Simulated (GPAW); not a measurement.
# MoSi2As4 monolayer: work function by functional and basis, part 2 of 2

Aim: the work function of both faces of MoSi2As4 monolayer, and its spread over functionals and bases. Where a layer proves gapped, the work function hangs on where the smearing puts the Fermi level, and the band edges take its place.

GPAW 26.7.0; GPAW, PAW setups; layer in a repeated cell with vacuum, relaxation of atoms and in-plane cell (the session's first sound run).

So far, upper work function (eV): step 3 (plane waves, PBE) 4.59; step 4 (RPBE) 4.48; step 5 (GPAW, PAW setups) 4.81.

**6. Self-consistent run: xc = "vdW-DF2"**

Level of this step: GPAW, PAW setups; slab in vacuum (GPAW).

The same geometry under vdW-DF2, to see how far the functional moves the levels against the vacuum (the van der Waals functionals take revPBE setups).

run.py reads:

```python
import json
import numpy as np
from ase import Atoms
from gpaw import GPAW, PW

slab = Atoms(
    ['As', 'Si', 'As', 'Mo', 'As', 'Si', 'As'],
    positions=[
        [-0.00000, 0.00000, 8.00000],
        [0.00000, 2.08460, 9.12704],
        [0.00000, 2.08460, 11.50288],
        [0.00000, 0.00000, 12.99980],
        [0.00000, 2.08460, 14.49672],
        [0.00000, 2.08460, 16.87256],
        [-0.00000, 0.00000, 17.99960]],
    cell=[[3.61064, -0.0, 0.0], [-1.80532, 3.1269, 0.0], [0.0, 0.0, 25.9996]],
    pbc=[True, True, False])

slab.calc = GPAW(mode=PW(400), xc='vdW-DF2', kpts={'size': (9, 9, 1), 'gamma': True},
                 occupations={'name': 'fermi-dirac', 'width': 0.05}, nbands='200%',
                 convergence={'density': 1e-05}, maxiter=200,
                 poissonsolver={'dipolelayer': 'xy'},
                 symmetry={'tolerance': 1e-3}, txt='slab.txt')
result = {}
energy = slab.get_potential_energy()
fermi = slab.calc.get_fermi_level()
v = slab.calc.get_electrostatic_potential().mean((0, 1)) - fermi
n = slab.calc.get_pseudo_density().mean((0, 1))
L = slab.cell[2, 2]
z = np.arange(len(v)) * L / len(v)
low, high = slab.positions[:, 2].min(), slab.positions[:, 2].max()
below, above = np.interp([low - 5.8, high + 5.8], z, v)
slopes = [np.interp(x, z, np.gradient(v, z)) for x in (low - 5.8, high + 5.8)]
eps = np.array([[slab.calc.get_eigenvalues(k, s) for k in range(len(slab.calc.get_ibz_k_points()))]
                for s in range(slab.calc.get_number_of_spins())]) - fermi
top, bottom = eps[eps < 0].max(), eps[eps > 0].min()
dipole = slab.get_dipole_moment()[2]
print(f'energy {energy:.4f} eV, Fermi level {fermi:.4f} eV, dipole {dipole:.5f} e A')
print(f'potential 5.8 A off the faces, from the Fermi level: lower {below:.4f} eV, upper {above:.4f} eV')
print(f'slope of the potential there: lower {slopes[0]:.5f}, upper {slopes[1]:.5f} eV/A')
print(f'nearest levels on the mesh: {top:.4f} and {bottom:.4f} eV')
print('magnetic moment', round(slab.get_magnetic_moment(), 3))
result.update(energy=energy, fermi=fermi, dipole=dipole, below=below, above=above, slopes=slopes, edges=[top, bottom],
              z=z.tolist(), v=v.tolist(), n=n.tolist(), positions=slab.positions.tolist(),
              forces=slab.get_forces(apply_constraint=False).tolist(), moments=slab.get_magnetic_moments().tolist())
json.dump(result, open('result.json', 'w'))
```

The run is started by

```sh
> OMP_NUM_THREADS=1 OPENBLAS_NUM_THREADS=1 python run.py
```

What it wrote:

```text
energy -426.2744 eV, Fermi level 0.8038 eV, dipole -0.00013 e A
potential 5.8 A off the faces, from the Fermi level: lower 5.0273 eV, upper 5.0273 eV
slope of the potential there: lower -0.00111, upper 0.00111 eV/A
nearest levels on the mesh: -0.3074 and 0.2632 eV
magnetic moment 0.0
```

Run time: 3.2 min. Hardware: 1 thread of Arm Neoverse N1, shared host; peak memory 0.45 GiB.

Numbers from this step:

```
levels nearest the Fermi level on the mesh : -0.3074, 0.2632 eV from the Fermi level
upper work function                        : 5.027 eV
lower work function                        : 5.027 eV
upper ionisation energy                    : 5.335 eV
```

The electrostatic potential energy of an electron (without an applied field's), less the Fermi level, planar mean oscillates, so the rows of the table below give means over windows of 1.73 Å about each position, cut where the curve ends. Its maxima inside the range that stand out by 2 % of the span (Å: eV): 8.7: -9.65, 10.3: 1.48, 12.1: -6.08, 13.9: -6.08, 15.7: 1.48, 17.3: -9.65. Its minima: 8.0: -14.9, 9.1: -11.8, 11.5: -13.5, 13.0: -17.3, 14.5: -13.5, 16.9: -11.8, 18.0: -14.9.

Electrostatic potential energy of an electron (without an applied field's), less the Fermi level, planar mean against z; means over each step:

| z (Å) | electrostatic potential energy of an electron (without an applied field's), less the Fermi level, planar mean (eV) |
| --- | --- |
| 0.86 | 5.03 |
| 2.59 | 5.03 |
| 4.32 | 5.02 |
| 6.05 | 4.52 |
| 7.78 | -7.74 |
| 9.51 | -5.64 |
| 11.24 | -6.63 |
| 12.97 | -11.0 |
| 14.70 | -6.85 |
| 16.43 | -5.32 |
| 18.16 | -8.10 |
| 19.89 | 4.44 |
| 21.62 | 5.02 |
| 23.35 | 5.03 |
| 25.08 | 5.03 |

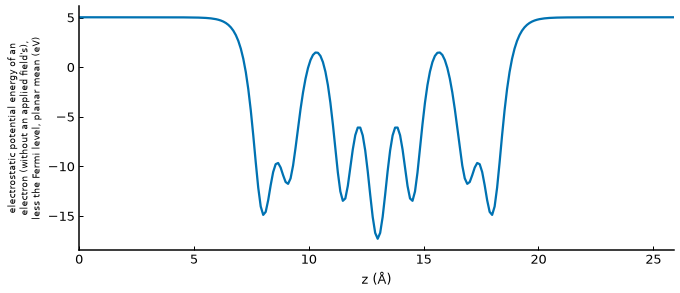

Electrostatic potential energy of an electron (without an applied field's), less the Fermi level, planar mean, plotted against z.

The highest filled level lies 0.307 eV under the Fermi level, so the ionisation energy from the upper face is 5.027 + 0.307 = 5.335 eV, against 4.968 eV in the base run.

**7. Self-consistent run: xc = "LDA"**

The same geometry under LDA, to see how far the functional moves the levels against the vacuum.

Changes to run.py since step 6:

```diff
@@ -18,3 +18,3 @@
 
-slab.calc = GPAW(mode=PW(400), xc='vdW-DF2', kpts={'size': (9, 9, 1), 'gamma': True},
+slab.calc = GPAW(mode=PW(400), xc='LDA', kpts={'size': (9, 9, 1), 'gamma': True},
                  occupations={'name': 'fermi-dirac', 'width': 0.05}, nbands='200%',
```

What it wrote:

```text
energy -46.4994 eV, Fermi level 0.7495 eV, dipole -0.00014 e A
potential 5.8 A off the faces, from the Fermi level: lower 4.8491 eV, upper 4.8491 eV
slope of the potential there: lower -0.00005, upper 0.00005 eV/A
nearest levels on the mesh: -0.3846 and 0.3743 eV
magnetic moment 0.0
```

It took 1.9 min on 1 thread; peak memory 0.25 GiB.

Numbers from this step:

```yaml
dipole_along_the_normal: -1.39e-4 e·Å
levels_nearest_the_fermi_level_on_the_mesh: -0.3846, 0.3743 eV from the Fermi level
upper_work_function: 4.849 eV
lower_work_function: 4.849 eV
upper_ionisation_energy: 5.234 eV
```

The electrostatic potential energy of an electron (without an applied field's), less the Fermi level, planar mean oscillates, so the rows of the table below give means over windows of 2.5 Å about each position, cut where the curve ends. Its maxima inside the range that stand out by 2 % of the span (Å: eV): 8.7: -9.51, 10.3: 1.87, 12.2: -5.68, 13.8: -5.68, 15.7: 1.87, 17.3: -9.51. Its minima: 8.0: -14.7, 9.1: -11.6, 11.5: -13.1, 13.0: -16.9, 14.5: -13.1, 16.9: -11.6, 18.0: -14.7.

Electrostatic potential energy of an electron (without an applied field's), less the Fermi level, planar mean against z; means over each step:

| z (Å) | electrostatic potential energy of an electron (without an applied field's), less the Fermi level, planar mean (eV) |
| --- | --- |
| 0.0 | 4.85 |
| 2.5 | 4.85 |
| 5.0 | 4.80 |
| 7.5 | -4.58 |
| 10.0 | -4.11 |
| 12.5 | -10.7 |
| 15.0 | -4.50 |
| 17.5 | -9.30 |
| 20.0 | 4.10 |
| 22.5 | 4.85 |
| 25.0 | 4.85 |

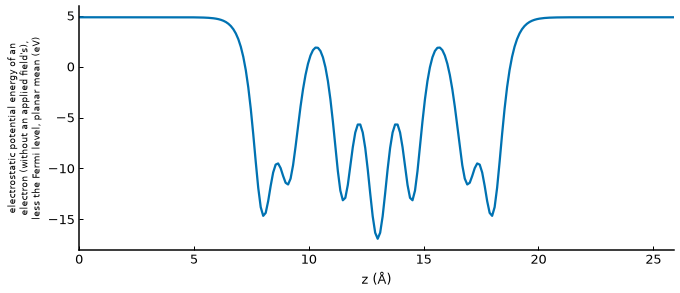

Electrostatic potential energy of an electron (without an applied field's), less the Fermi level, planar mean against z.

The highest filled level lies 0.385 eV under the Fermi level, so the ionisation energy from the upper face is 4.849 + 0.385 = 5.234 eV, against 4.968 eV in the base run.

**8. Self-consistent run: xc = "revPBE"**

The same geometry under revPBE, to see how far the functional moves the levels against the vacuum.

Changes to run.py since step 7:

```diff
@@ -18,3 +18,3 @@
 
-slab.calc = GPAW(mode=PW(400), xc='LDA', kpts={'size': (9, 9, 1), 'gamma': True},
+slab.calc = GPAW(mode=PW(400), xc='revPBE', kpts={'size': (9, 9, 1), 'gamma': True},
                  occupations={'name': 'fermi-dirac', 'width': 0.05}, nbands='200%',
```

What it wrote:

```text
energy -39.3613 eV, Fermi level 1.1123 eV, dipole -0.00013 e A
potential 5.8 A off the faces, from the Fermi level: lower 4.4870 eV, upper 4.4870 eV
slope of the potential there: lower -0.00005, upper 0.00005 eV/A
nearest levels on the mesh: -0.3799 and 0.3761 eV
magnetic moment 0.0
```

Wall time 2 min (1 thread); peak memory 0.25 GiB.

Numbers from this step:

| Quantity | Value |
| --- | --- |
| dipole along the normal | -1.33e-4 e·Å |
| levels nearest the Fermi level on the mesh | -0.3799, 0.3761 eV from the Fermi level |
| upper work function | 4.487 eV |
| lower work function | 4.487 eV |
| upper ionisation energy | 4.867 eV |

The highest filled level lies 0.380 eV under the Fermi level, so the ionisation energy from the upper face is 4.487 + 0.380 = 4.867 eV, against 4.968 eV in the base run.

**9. Real-space grid: mode = "fd"**

A real-space grid is a second complete basis, so it checks the plane-wave result.

Changes to run.py since step 8:

```diff
@@ -3,3 +3,3 @@
 from ase import Atoms
-from gpaw import GPAW, PW
+from gpaw import GPAW
 
@@ -18,3 +18,3 @@
 
-slab.calc = GPAW(mode=PW(400), xc='revPBE', kpts={'size': (9, 9, 1), 'gamma': True},
+slab.calc = GPAW(mode='fd', h=0.18, xc='PBE', kpts={'size': (9, 9, 1), 'gamma': True},
                  occupations={'name': 'fermi-dirac', 'width': 0.05}, nbands='200%',
```

What it wrote:

```text
energy -41.5142 eV, Fermi level -4.5900 eV, dipole 0.00002 e A
potential 5.8 A off the faces, from the Fermi level: lower 4.5900 eV, upper 4.5900 eV
slope of the potential there: lower -0.00001, upper 0.00001 eV/A
nearest levels on the mesh: -0.3808 and 0.3755 eV
magnetic moment 0.0
```

Elapsed: 5 min, on 1 thread; peak memory 0.68 GiB.

Numbers from this step:

```yaml
dipole_along_the_normal: 1.79e-5 e·Å
levels_nearest_the_fermi_level_on_the_mesh: -0.3808, 0.3755 eV from the Fermi level
upper_work_function: 4.590 eV
lower_work_function: 4.590 eV
upper_ionisation_energy: 4.971 eV
```

The electrostatic potential energy of an electron (without an applied field's), less the Fermi level, planar mean oscillates, so the rows of the table below give means over windows of 2 Å about each position, cut where the curve ends. Its maxima inside the range that stand out by 2 % of the span (Å: eV): 8.7: -9.78, 10.3: 1.61, 12.2: -5.89, 13.8: -5.89, 15.7: 1.61, 17.3: -9.78. Its minima: 8.0: -15.0, 9.0: -11.8, 11.6: -13.4, 13.0: -17.1, 14.4: -13.4, 17.0: -11.8, 18.0: -15.0.

The electrostatic potential energy of an electron (without an applied field's), less the Fermi level, planar mean by z; means over each step:

| z (Å) | electrostatic potential energy of an electron (without an applied field's), less the Fermi level, planar mean (eV) |
| --- | --- |
| 0 | 4.59 |
| 2 | 4.59 |
| 4 | 4.59 |
| 6 | 4.12 |
| 8 | -8.74 |
| 10 | -3.18 |
| 12 | -10.3 |
| 14 | -10.3 |
| 16 | -3.18 |
| 18 | -8.74 |
| 20 | 4.12 |
| 22 | 4.59 |
| 24 | 4.59 |

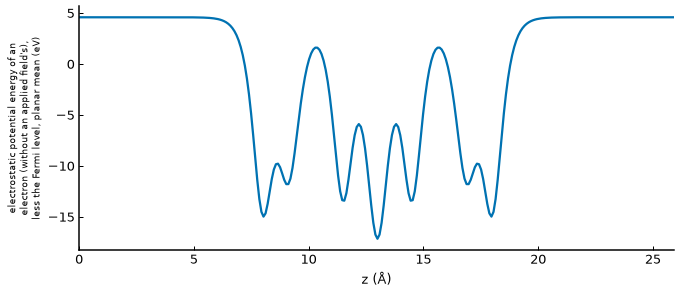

Electrostatic potential energy of an electron (without an applied field's), less the Fermi level, planar mean against z.

The highest filled level lies 0.381 eV under the Fermi level, so the ionisation energy from the upper face is 4.590 + 0.381 = 4.971 eV, against 4.968 eV in the base run.

**10. Atomic orbitals: mode = "lcao"**

Atom-centred orbitals end a few angstrom from the surface, which tests how much the density's tail matters.

Changes to run.py since step 9:

```diff
@@ -18,4 +18,4 @@
 
-slab.calc = GPAW(mode='fd', h=0.18, xc='PBE', kpts={'size': (9, 9, 1), 'gamma': True},
-                 occupations={'name': 'fermi-dirac', 'width': 0.05}, nbands='200%',
+slab.calc = GPAW(mode='lcao', basis='dzp', h=0.18, xc='PBE', kpts={'size': (9, 9, 1), 'gamma': True},
+                 occupations={'name': 'fermi-dirac', 'width': 0.05}, nbands='120%',
                  convergence={'density': 1e-05}, maxiter=200,
```

What it wrote:

```text
energy -40.1650 eV, Fermi level -4.3688 eV, dipole 0.00002 e A
potential 5.8 A off the faces, from the Fermi level: lower 4.3688 eV, upper 4.3688 eV
slope of the potential there: lower -0.00000, upper -0.00000 eV/A
nearest levels on the mesh: -0.3897 and 0.3906 eV
magnetic moment 0.0
```

The job ended after 4.5 min (1 thread; peak memory 0.33 GiB).

Numbers from this step:

- dipole along the normal: 1.77e-5 e·Å
- levels nearest the Fermi level on the mesh: -0.3897, 0.3906 eV from the Fermi level
- upper work function: 4.369 eV
- lower work function: 4.369 eV
- upper ionisation energy: 4.758 eV

The highest filled level lies 0.390 eV under the Fermi level, so the ionisation energy from the upper face is 4.369 + 0.390 = 4.758 eV, against 4.968 eV in the base run.

**11. Cost and result by level**

Times are for 1 thread of Arm Neoverse N1, shared host. The series side by side:

| no. | run | upper ionisation energy (eV) | time | memory (GiB) |
| --- | --- | --- | --- | --- |
| 1 | pw | 4.968 | 2 min | 0.25 |
| 2 | RPBE | 4.864 | 2 min | 0.25 |
| 3 | optPBE vdW | 5.197 | 2.4 min | 0.45 |
| 4 | vdW DF2 | 5.335 | 3.2 min | 0.45 |
| 5 | LDA | 5.234 | 1.9 min | 0.25 |
| 6 | revPBE | 4.867 | 2 min | 0.25 |
| 7 | fd | 4.971 | 5 min | 0.68 |
| 8 | lcao | 4.758 | 4.5 min | 0.33 |

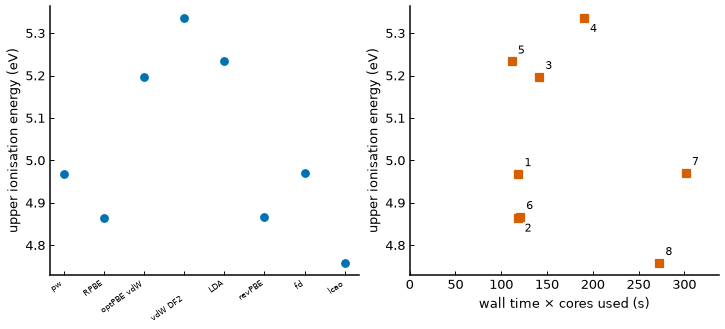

The series as plots; the last panel sets the first result against cost, with the runs numbered as in the table.

**12. Side by side**

Results and costs are gathered.

This step: comparison of work functions, dipole and cost (GPAW 26.7.0).

Ladder, by row:

| step | code | work function, upper (eV) | work function, lower (eV) | dipole (e Å) | wall time (s) | peak memory (GiB) | threads |
| --- | --- | --- | --- | --- | --- | --- | --- |
| pw | GPAW | 4.587 | 4.587 | -1.35e-4 | 118.6 | 0.25 | 1 |
| RPBE | GPAW | 4.485 | 4.485 | -1.33e-4 | 118.8 | 0.25 | 1 |
| optPBE-vdW | GPAW | 4.813 | 4.813 | -1.33e-4 | 141.3 | 0.45 | 1 |
| vdW-DF2 | GPAW | 5.027 | 5.027 | -1.33e-4 | 190.2 | 0.45 | 1 |
| LDA | GPAW | 4.849 | 4.849 | -1.39e-4 | 111.4 | 0.25 | 1 |
| revPBE | GPAW | 4.487 | 4.487 | -1.33e-4 | 120.5 | 0.25 | 1 |
| fd | GPAW | 4.59 | 4.59 | 1.79e-5 | 301.5 | 0.68 | 1 |
| lcao | GPAW | 4.369 | 4.369 | 1.77e-5 | 272.5 | 0.33 | 1 |

**13. Summary of results**

```json
{"work function, both faces (Fermi level placed in the gap by the smearing)": "4.59 eV", "ionisation energy from the upper face (highest filled level on the mesh)": "4.97 eV", "electron affinity from the upper face (lowest empty Kohn-Sham level on the mesh)": "4.21 eV", "dipole along the normal": "-1.3e-4 e Å, near the numerical noise"}
```

**Reading.** With plane waves and PBE the ionisation energy from the upper face is 4.97 eV and the Kohn-Sham electron affinity 4.21 eV. The levels nearest the Fermi level on the mesh lie 0.757 eV apart, so the slab is gapped there: the smearing puts the Fermi level inside the gap, and from either face the ionisation energy is the work function plus 0.38 eV. Both are Kohn-Sham levels on the mesh, and semilocal gaps are too small, so the affinity tends to come out too large and the ionisation energy too small. Work functions of a gapped slab move with the place of the Fermi level in the gap; over the runs without a planted fault the highest filled level on the mesh lies 4.76 (lcao) to 5.33 eV (vdW-DF2) under the upper vacuum level. The layer's cell and atoms come from the relaxation; spin-orbit coupling and temperature are left out.

[Logs are printed without paths, hosts, clocks, repeated set-up lines and the standing remarks that a program may print on its own settings, such as how far it seeks lower states.]

[Hosts, paths, dates, database ids (printed as entryN), source tags and the programs' standing remarks are cut or masked in the printed files.]
